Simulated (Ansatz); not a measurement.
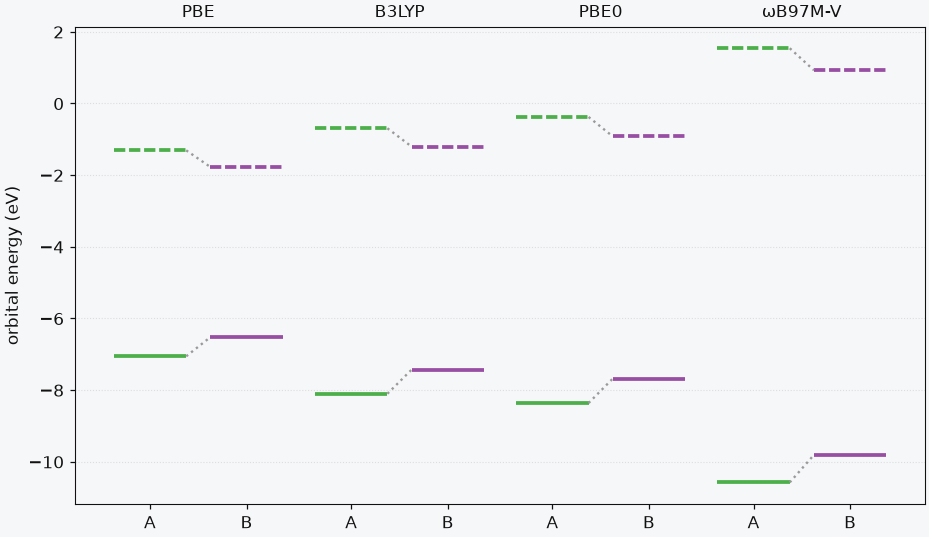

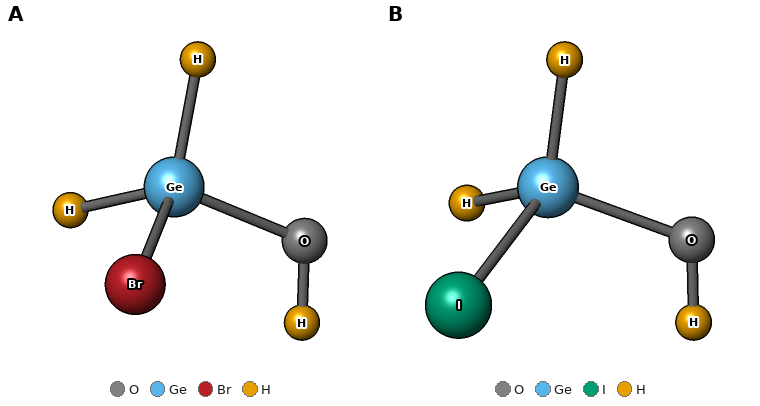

One change: A, GeH₃OBr (SMILES [OH][GeH2][Br]), becomes B, GeH₃OI (SMILES [OH][GeH2][I]). Br on Ge is replaced by I. HOMO (solid) and LUMO (dashed) computed in def2-TZVPP at PBE0-D4/def2-TZVP geometries, both minima by their frequencies, gas phase, the Ansatz code. Empty levels above zero depend strongly on the basis.

> What does the change do to HOMO and LUMO?

PBE: the HOMO rises by 0.53 eV, the LUMO falls by 0.46 eV, and the separation goes from 5.75 to 4.75 eV. B3LYP: the HOMO rises by 0.67 eV, the LUMO falls by 0.51 eV, and the separation goes from 7.41 to 6.23 eV. PBE0: the HOMO rises by 0.68 eV, the LUMO falls by 0.54 eV, and the separation goes from 7.98 to 6.76 eV. ωB97M-V: the HOMO rises by 0.77 eV, the LUMO falls by 0.61 eV, and the separation goes from 12.12 to 10.74 eV.

> Do the functionals agree on the effect?

They agree on the direction for both levels; the HOMO shift lies between 0.53 and 0.77 eV and the LUMO shift between −0.61 and −0.46 eV, while the separations themselves differ by up to 6.4 eV between functionals.

Caveats: core potentials past krypton; spin-orbit coupling is left out, and with I it can shift these values.
